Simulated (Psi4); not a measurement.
# GaN2H4Cl (SMILES [NH2][Ga]([NH2])[Cl]), step by step, part 2 of 2

Psi4 1.11.

## (3) A structure relaxation at PBE0-D4/def2-TZVP (density fitting) (run 2)

input.dat

```
memory 4400 MB

molecule molecule1 {
  0 1
  N     -0.407871     1.572323    -0.356936
  Ga    -0.289592    -0.249396    -0.328610
  N      0.801179    -1.212591     0.772213
  Cl    -1.539462    -1.356264    -1.714818
  H     -1.222748     1.990669    -0.811697
  H     -0.154677     2.103644     0.479483
  H      1.636419    -0.772835     1.165502
  H      0.989096    -2.187890     0.529444
  symmetry c1
}

set globals {
  basis def2-TZVP
  reference rks
  scf_type df
  geom_maxiter 50
  max_force_g_convergence 0.0002
}

e_tot, wfn = opt("pbe0-d4", return_wfn=True)
print_variables()
```

On the command line:

```console
psi4 -i input.dat -o output.dat -n 2
```

output.dat:

```text
Psi4 1.11 release

gradient() will perform analytic gradient computation.

   => Loading Basis Set <=

    Name: DEF2-TZVP
    Role: ORBITAL
    Keyword: BASIS

   => PBE0-D4(BJ,EEQ)ATM: Empirical Dispersion <=

        a1 =       0.400856
        a2 =       5.029288
       alp =      16.000000
        s6 =       1.000000
        s8 =       1.200655
        s9 =       1.000000
        ga =       3.000000
        gc =       2.000000
        wf =       6.000000

         ---------------------------------------------------------
                                   SCF
                              RKS Reference
                        2 Threads,   4196 MiB Core
         ---------------------------------------------------------

  ==> Geometry <==

    Molecular point group: c1
    Full point group: C1

    Geometry (in Angstrom), charge = 0, multiplicity = 1:

       Center              X                  Y                   Z               Mass
    ------------   -----------------  -----------------  -----------------  -----------------
         N            0.085229956115     2.002221774327     0.197947106840    14.003074004430
         GA           0.203508956115     0.180502774327     0.226273106840    68.925573500000
         N            1.294279956115    -0.782692225673     1.327096106840    14.003074004430
[... 4 lines of this table left out ...]
         H            1.482196956115    -1.757991225673     1.084327106840     1.007825032230

  Running in c1 symmetry.

  Rotational constants: A =      0.18392  B =      0.09661  C =      0.06350 [cm^-1]
  Rotational constants: A =   5513.79768  B =   2896.28109  C =   1903.64812 [MHz]
  Nuclear repulsion =  354.486987973151145

  Charge       = 0
  Multiplicity = 1
  Electrons    = 66
  Nalpha       = 33
  Nbeta        = 33

  ==> Algorithm <==

  SCF Algorithm Type is DF.
  DIIS enabled.
  MOM disabled.
  Fractional occupation disabled.
  Guess Type is SAD.
  Energy threshold   = 1.00e-08
  Density threshold  = 1.00e-08
  Integral threshold = 1.00e-12

  ==> Primary Basis <==

  Basis Set: DEF2-TZVP
    Blend: DEF2-TZVP
    Number of shells: 67
    Number of basis functions: 171
    Number of Cartesian functions: 193
    Spherical Harmonics?: true
    Max angular momentum: 3

  ==> DFT Potential <==

   => LibXC <=

    Version 7.1.2

   => Composite Functional: PBE0-D4BJEEQATM <=

    PBE0-d4bjeeqatm Hyb-GGA Exchange-Correlation Functional

    Deriv               =              1
    GGA                 =           TRUE
    Meta                =          FALSE

    Exchange Hybrid     =           TRUE
    MP2 Hybrid          =          FALSE

   => Exchange Functionals <=

    0.7500   Perdew, Burke & Ernzerhof

   => Exact (HF) Exchange <=

    0.2500               HF

   => Correlation Functionals <=

    1.0000   Perdew, Burke & Ernzerhof

   => LibXC Density Thresholds  <==

    XC_HYB_GGA_XC_PBEH:  1.00E-15

   => Molecular Quadrature <=

    Radial Scheme          =       TREUTLER
    Pruning Scheme         =           NONE
    Nuclear Scheme         =       TREUTLER

    Blocking Scheme        =         OCTREE
    BS radius alpha        =              1
    Pruning alpha          =              1
    Radial Points          =             75
    Spherical Points       =            302
    Total Points           =         173061
    Total Blocks           =           1338
    Max Points             =            256
    Max Functions          =            164
    Weights Tolerance      =       1.00E-15

   => Loading Basis Set <=

    Name: (DEF2-TZVP AUX)
    Role: JKFIT
    Keyword: DF_BASIS_SCF

  ==> Integral Setup <==

  DFHelper Memory: AOs need 0.139 GiB; user supplied 2.494 GiB.
  SCF_SUBTYPE=INCORE selected. In-core MEM_DF algorithm will be used.
  Using in-core AOs.

  ==> MemDFJK: Density-Fitted J/K Matrices <==

    J tasked:                   Yes
    K tasked:                   Yes
    wK tasked:                   No
    Memory [MiB]:              2554
    Algorithm:                 Core
    Schwarz Cutoff:           1E-12
    Mask sparsity (%):       4.6168
    Fitting Condition:        1E-10

   => Auxiliary Basis Set <=

  Basis Set: (DEF2-TZVP AUX)
    Blend: DEF2-UNIVERSAL-JKFIT
    Number of shells: 172
    Number of basis functions: 620
    Number of Cartesian functions: 792
    Spherical Harmonics?: true
    Max angular momentum: 5

  Cached 100.0% of DFT collocation blocks in 0.579 [GiB].

  Minimum eigenvalue in the overlap matrix is 2.3466020117E-03.
  Reciprocal condition number of the overlap matrix is 3.7917203429E-04.
    Using symmetric orthogonalization.

  ==> Pre-Iterations <==

  SCF Guess: Superposition of Atomic Densities via on-the-fly atomic UHF (no occupation information).

   -------------------------
    Irrep   Nso     Nmo
   -------------------------
     A        171     171
   -------------------------
    Total     171     171
   -------------------------

  ==> Iterations <==

                           Total Energy        Delta E     RMS |[F,P]|

[... 1 line left out ...]
   @DF-RKS iter   1: -2494.38526446433025   -1.41881e+00   1.96404e-02 ADIIS/DIIS
[... 3 lines left out ...]
   @DF-RKS iter   5: -2496.59889877973910   -2.38522e-01   5.22428e-04 ADIIS/DIIS
[... 3 lines left out ...]
   @DF-RKS iter   9: -2496.60334309657492   -2.10538e-06   2.32510e-06 DIIS
[... 3 lines left out ...]
   @DF-RKS iter  13: -2496.60334315411274   -6.86668e-11   1.43001e-08 DIIS
[... 33 lines left out ...]
  @DF-RKS Final Energy: -2496.60334315411819
[... 6 lines left out ...]
    DFT Exchange-Correlation Energy =     -89.2763169828233742
[... 17 lines left out ...]
 Dipole X            :         -2.0566569            2.6412761            0.5846191
[... 123 lines left out ...]
	                                 ==> Convergence Check <==
[... 89 lines left out ...]
    Weights Tolerance      =       1.00E-15
[... 60 lines left out ...]
   @DF-RKS iter   2: -2496.60423750303698    4.03637e-05   1.02353e-04 ADIIS/DIIS
[... 3 lines left out ...]
   @DF-RKS iter   6: -2496.60436857152445   -9.62746e-09   4.44277e-07 DIIS
[... 3 lines left out ...]
  Energy and wave function converged.
[... 17 lines left out ...]
    One-Electron Energy =               -4184.7829345517993715
[... 3 lines left out ...]
    VV10 Nonlocal Energy =                  0.0000000000000000
[... 17 lines left out ...]
 Dipole Z            :         -2.2567964            2.9060678            0.6492714
[... 97 lines left out ...]
	   Step    Total Energy     Delta E     Max Force     RMS Force      Max Disp      RMS Disp
[... 104 lines left out ...]
   @DF-RKS iter   0: -2496.60632850893535   -2.49661e+03   1.34844e-04
[... 3 lines left out ...]
   @DF-RKS iter   4: -2496.60443096775680   -2.79702e-07   1.31703e-06 DIIS
[... 3 lines left out ...]
   @DF-RKS iter   8: -2496.60443098796259   -2.72848e-12   6.32870e-09 DIIS
[... 17 lines left out ...]
    Nuclear Repulsion Energy =            357.7407618900313082
[... 3 lines left out ...]
    Empirical Dispersion Energy =          -0.0052836180397877
[... 17 lines left out ...]
 Dipole Y            :         -1.8034126            2.3147870            0.5113744
[... 93 lines left out ...]
	Measures of convergence in internal coordinates in au.
[... 102 lines left out ...]
                           Total Energy        Delta E     RMS |[F,P]|
[... 4 lines left out ...]
   @DF-RKS iter   3: -2496.60450025491718   -4.58935e-06   1.09322e-05 DIIS
[... 3 lines left out ...]
   @DF-RKS iter   7: -2496.60450162492180   -1.02318e-10   6.10024e-08 DIIS
[... 14 lines left out ...]
  @DF-RKS Final Energy: -2496.60450162495272
[... 6 lines left out ...]
    DFT Exchange-Correlation Energy =     -89.3082687087795648
[... 17 lines left out ...]
 Dipole X            :         -2.0367025            2.6208336            0.5841311
[... 92 lines left out ...]
	                                 ==> Convergence Check <==
[... 78 lines left out ...]
    Weights Tolerance      =       1.00E-15
[... 34 lines left out ...]
   @DF-RKS iter   2: -2496.60452864189529   -4.35208e-06   8.38857e-06 DIIS
[... 3 lines left out ...]
   @DF-RKS iter   6: -2496.60452949747878   -2.73758e-10   7.90698e-08 DIIS
[... 9 lines left out ...]
    Final Occupation by Irrep:
[... 11 lines left out ...]
    Two-Electron Energy =                1420.7740309154871738
[... 3 lines left out ...]
    Total Energy =                      -2496.6045294975697288
[... 59 lines left out ...]
    Weights Tolerance      =       1.00E-15
[... 56 lines left out ...]
	  Convergence Criteria              o    2.00e-04 *             o             o             o
[... 92 lines left out ...]
   @DF-RKS iter   1: -2496.60453809159299    3.13937e-04   1.51187e-05 DIIS
[... 3 lines left out ...]
   @DF-RKS iter   5: -2496.60454100453944   -6.07724e-09   2.80778e-07 DIIS
[... 3 lines left out ...]
  Energy and wave function converged.
[... 36 lines left out ...]
    One-Electron Energy =               -4186.1360399047125611
[... 3 lines left out ...]
    VV10 Nonlocal Energy =                  0.0000000000000000
[... 17 lines left out ...]
 Dipole Z            :         -2.2558094            2.9279489            0.6721395
[... 27 lines left out ...]
   => Molecular Quadrature <=

    Radial Scheme          =       TREUTLER
    Pruning Scheme         =           NONE
    Nuclear Scheme         =       TREUTLER

    Blocking Scheme        =         OCTREE
    BS radius alpha        =              1
    Pruning alpha          =              1
    Radial Points          =             75
    Spherical Points       =            302
    Total Points           =         173014
    Total Blocks           =           1341
    Max Points             =            256
    Max Functions          =            164
    Weights Tolerance      =       1.00E-15

  -Total Gradient:
     Atom            X                  Y                   Z
    ------   -----------------  -----------------  -----------------
       1        0.000057047555     0.000175288256     0.000027140327
       2       -0.000166847867    -0.000154196756    -0.000183990706
       3        0.000107389631    -0.000016320484     0.000144314876
[... 4 lines of this table left out ...]
       8       -0.000022108029     0.000068486389    -0.000046692538

	total time  =          1 seconds =       0.02 minutes

    			-----------------------------------------

    			 OPTKING 3.0: for geometry optimizations

    			        with contributions from

    			-----------------------------------------

	                            ===> Fragment 1 <==

	 Z (Atomic Numbers)          Masses                          Geom
	       7.000000            14.003074          0.08870347  3.74274316  0.41053011
	      31.000000            68.925573          0.38090743  0.33773194  0.42393640
	       7.000000            14.003074          2.46672810 -1.47681933  2.43274178
[... 4 lines of this table left out ...]
	       1.000000             1.007825          2.80528336 -3.30283253  2.02423864

	 - Coordinate -           - BOHR/RAD -       - ANG/DEG -
	 R(1,2)           =         3.417552           1.808491
	 R(1,5)           =         1.901569           1.006267
	 R(1,6)           =         1.901232           1.006089
[... 20 lines of this table left out ...]
	 D(4,2,3,8)       =         0.255584          14.643887

	        --- Internal Coordinate Step in ANG or DEG, aJ/ANG or AJ/DEG ---
	-------------------------------------------------------------------------------
	           Coordinate      Previous         Force          Change          New
	           ----------      --------        ------          ------        ------
	               R(1,2)       1.80849       -0.00026       -0.00041       1.80808
	               R(1,5)       1.00627        0.00051       -0.00000       1.00626
	               R(1,6)       1.00609        0.00063        0.00001       1.00610
[... 20 lines of this table left out ...]
	           D(4,2,3,8)      14.64389       -0.00000       -0.15010      14.49379
	-------------------------------------------------------------------------------

	                                 ==> Convergence Check <==

	Measures of convergence in internal coordinates in au.

	Criteria marked as inactive (o), active & met (*), and active & unmet ( ).

	----------------------------------------------------------------------------------------------
	   Step    Total Energy     Delta E     Max Force     RMS Force      Max Disp      RMS Disp
	----------------------------------------------------------------------------------------------
	  Convergence Criteria              o    2.00e-04 *             o             o             o
	----------------------------------------------------------------------------------------------
	     6   -2496.60454101   -1.15e-05 o    1.70e-04 *    5.67e-05 o    6.37e-03 o    3.04e-03 o  ~
	----------------------------------------------------------------------------------------------

Next Geometry in Ang
	Fragment 1 (Ang)

	    N   0.0448073321   1.9799979627   0.2186286726
	   Ga   0.2015809761   0.1787335570   0.2244895685
	    N   1.3066085586  -0.7816982560   1.2853658760
[... 4 lines of this table left out ...]
	    H   1.4855935024  -1.7483799756   1.0708021061

    Final optimized geometry and variables:
    Molecular point group: c1
    Full point group: C1

    Geometry (in Angstrom), charge = 0, multiplicity = 1:

    N            0.046939855434     1.980574386234     0.217243176746
    GA           0.201567531255     0.178720045356     0.224337479623
    N            1.305336294761    -0.781499136295     1.287351509692
[... 4 lines of this table left out ...]
    H            1.484492022795    -1.747783706290     1.071180955410

  Variable Map:
  ----------------------------------------------------------------------------
  "CURRENT ENERGY"                                  =>   -2496.604541005447
  "CURRENT REFERENCE ENERGY"                        =>   -2496.604541005447
  "DD SOLVATION ENERGY"                             =>       0.000000000000
  "DFT FUNCTIONAL TOTAL ENERGY"                     =>   -2496.599250276865
  "DFT TOTAL ENERGY"                                =>   -2496.604541005447
  "DFT VV10 ENERGY"                                 =>       0.000000000000
  "DFT XC ENERGY"                                   =>     -89.309243553039
  "DISPERSION CORRECTION ENERGY"                    =>      -0.005290728582
  "GRID ELECTRONS ALPHA"                            =>      32.999992418819
  "GRID ELECTRONS BETA"                             =>      32.999992418819
  "GRID ELECTRONS TOTAL"                            =>      65.999984837638
  "NUCLEAR REPULSION ENERGY"                        =>     358.116652062001
  "ONE-ELECTRON ENERGY"                             =>   -4186.136039904713
  "OPTIMIZATION ITERATIONS"                         =>       6.000000000000
  "PBE0-D4(BJ,EEQ)ATM DISPERSION CORRECTION ENERGY" =>      -0.005290728582
  "PCM POLARIZATION ENERGY"                         =>       0.000000000000
  "PE ENERGY"                                       =>       0.000000000000
  "SCF ITERATION ENERGY"                            =>   -2496.604541005447
  "SCF ITERATIONS"                                  =>       8.000000000000
  "SCF TOTAL ENERGY"                                =>   -2496.604541005447
  "TWO-ELECTRON ENERGY"                             =>    1420.729381118885
  "XC GRID RADIAL POINTS"                           =>      75.000000000000
  "XC GRID SPHERICAL POINTS"                        =>     302.000000000000
  "XC GRID TOTAL POINTS"                            =>  173014.000000000000

  Array Variable Map:
  ----------------------------------------------------------------------------
  "-D GRADIENT"                                     =>       0.000021852417 ... 0.000000264258 8 by 3
  "CURRENT DIPOLE"                                  =>       0.602354659834 ... 0.672139499375 1 by 3
  "CURRENT GRADIENT"                                =>       0.000057047555 ... -0.000046692538 8 by 3
  "DFT TOTAL GRADIENT"                              =>       0.000057047555 ... -0.000046692538 8 by 3
  "DISPERSION CORRECTION GRADIENT"                  =>       0.000021852417 ... 0.000000264258 8 by 3
  "PBE0-D4(BJ,EEQ)ATM DISPERSION CORRECTION GRADIENT" =>       0.000021852417 ... 0.000000264258 8 by 3
  "SCF DIPOLE"                                      =>       0.602354659834 ... 0.672139499375 1 by 3
  "SCF TOTAL ENERGIES"                              =>   -2496.604852028518 ... -2496.604541005447 1 by 9
  "SCF TOTAL GRADIENT"                              =>       0.000057047555 ... -0.000046692538 8 by 3

    Psi4 run time: 0:00:31.36

[set-up sections that repeat, and orbital energies of the middle runs, are left out above]
```

Standard output:

```text
Optimizer: Optimization complete!
```

Wall time 32 s (2 threads of Intel Xeon 6975P-C (Granite Rapids), shared host); peak memory 1.2 GiB.

Step by step:

| step | energy from the first frame kept (eV) | largest force (eV/Å) |
| --- | --- | --- |
| 0 | 0.0000 | 0.6551 |
| 1 | -0.0279 | 0.0927 |
| 2 | -0.0296 | 0.0589 |
| 3 | -0.0315 | 0.0802 |
| 4 | -0.0323 | 0.0603 |
| 5 | -0.0326 | 0.0150 |

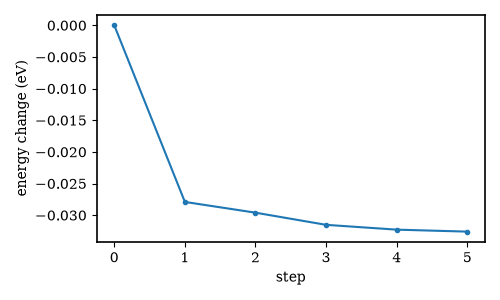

Energy along the run.

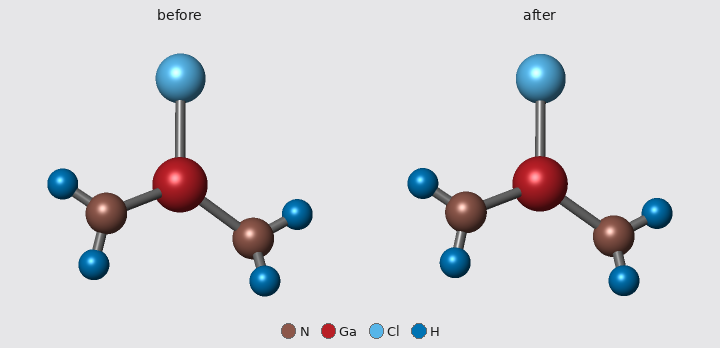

Before and after, at one scale.

After the run. Bond lengths: N1–Ga2 1.808 Å, Ga2–N3 1.808 Å, Ga2–Cl4 2.144 Å, N1–H5 1.006 Å, N1–H6 1.006 Å, N3–H7 1.006 Å, N3–H8 1.006 Å. Angles: N1–Ga2–N3 125.7°, N1–Ga2–Cl4 117.1°, N3–Ga2–Cl4 117.2°, Ga2–N1–H5 119.5°, Ga2–N1–H6 121.6°, Ga2–N3–H7 121.6°, Ga2–N3–H8 119.5°, H5–N1–H6 111.6°, H7–N3–H8 111.6°.

Runs 3 to 9 aren't shown in full; the table further down has their settings and results.

## (4) A single-point energy at MP2/def2-QZVPP (density fitting, density fitting for correlation) (run 10)

input.in

```
memory 4400 MB

molecule geom {
  0 1
  N     -0.446161     1.550676    -0.337640
  Ga    -0.291533    -0.251179    -0.330546
  N      0.812235    -1.211398     0.732468
  Cl    -1.524371    -1.344310    -1.702551
  H     -1.234154     1.978011    -0.794832
  H     -0.115180     2.110587     0.429931
  H      1.593590    -0.785962     1.202207
  H      0.991391    -2.177682     0.516298
  symmetry c1
}

set reference rhf
set scf_type df
set num_frozen_docc 16

E = energy('mp2/def2-QZVPP')
```

On the command line:

```console
psi4 -n 2 input.in input.out
```

input.out, shortened:

```text
[...]
  Running in c1 symmetry.
[...]
  Nuclear repulsion =  358.116697875999705
[...]
  Multiplicity = 1
[...]
  Nalpha       = 33
  Nbeta        = 33
[...]
    Number of basis functions: 393
[...]
   @DF-RHF iter   1: -2492.41592965840209   -2.80650e+00   8.71102e-03 DIIS/ADIIS
[...]
   @DF-RHF iter  12: -2494.21009378303916   -3.63798e-11   3.48969e-09 DIIS
[...]
  @DF-RHF Final Energy: -2494.21009378303916
   => Energetics <=
    Nuclear Repulsion Energy =            358.1166978759997050
    One-Electron Energy =               -4186.9011729483427189
    Two-Electron Energy =                1334.5743812893038012
    Total Energy =                      -2494.2100937830391558
[...]
```

Run time: 9.9 s. Hardware: 2 threads of Intel Xeon 6975P-C (Granite Rapids), shared host; peak memory 1.5 GiB.

## (5) Overview of the runs

```
run                                                                  level  geom maxiter  max force g convergence   energy (Eh)  dipole moment (D)  HOMO energy (eV)  LUMO energy (eV)  wall time
  1                                      PBE-D4/def2-SVP (density fitting)            60                   0.0005  -2495.975398               2.64             -5.64             -1.02       19 s
  2                                    PBE0-D4/def2-TZVP (density fitting)            50                   0.0002  -2496.604541               2.67             -7.35             -0.27       32 s
  3                                    PBE0-D4/def2-TZVP (density fitting)             –                        –  -2496.604541               2.67                 –                 –    4.4 min
  4                                    PBE-D4/def2-TZVPP (density fitting)             –                        –  -2496.524840               2.64             -5.93             -1.19       13 s
  5                                 r2SCAN-D4/def2-TZVPP (density fitting)             –                        –  -2497.036180               2.69             -6.24             -0.78       26 s
  6                                  B3LYP-D4/def2-TZVPP (density fitting)             –                        –  -2497.212324               2.63             -7.11             -0.63       13 s
  7                                   PBE0-D4/def2-TZVPP (density fitting)             –                        –  -2496.608280               2.65             -7.36             -0.28       13 s
  8                                   wB97M-V/def2-TZVPP (density fitting)             –                        –  -2496.966335               2.61             -9.81              1.34       28 s
  9  CCSD(T)/def2-TZVPP (density fitting, density fitting for correlation)             –                        –  -2495.053622                  –            -10.88              2.62    4.4 min
 10      MP2/def2-QZVPP (density fitting, density fitting for correlation)             –                        –  -2495.352609                  –            -10.92              2.08      9.9 s
```

## (6) What came out

What follows sums up all 2 parts.

| quantity | value |
| --- | --- |
| run 10, MP2/def2-QZVPP: total energy | -2495.35261 Eh |
| run 10, MP2/def2-QZVPP: HOMO energy (Hartree–Fock orbitals) | -10.92 eV |
| run 10, MP2/def2-QZVPP: LUMO energy (Hartree–Fock orbitals) | 2.08 eV |
| run 10, MP2/def2-QZVPP: HOMO–LUMO gap (Hartree–Fock orbitals) | 13.00 eV |
| run 10, MP2/def2-QZVPP: correlation energy (16 core orbitals frozen) | -1142.5 mEh |

In words: Over runs 3, 4, 5, 6, 7, 8 the dipole moment (its size) runs from 2.61 D (wB97M-V/def2-TZVPP) to 2.69 D (r2SCAN-D4/def2-TZVPP). Over runs 4, 5, 6, 7, 8 the HOMO–LUMO gap runs from 4.74 eV (PBE-D4/def2-TZVPP) to 11.15 eV (wB97M-V/def2-TZVPP). Totals of different functionals can't be ranked against each other. All runs together took 11 min, the longest 4.4 min.
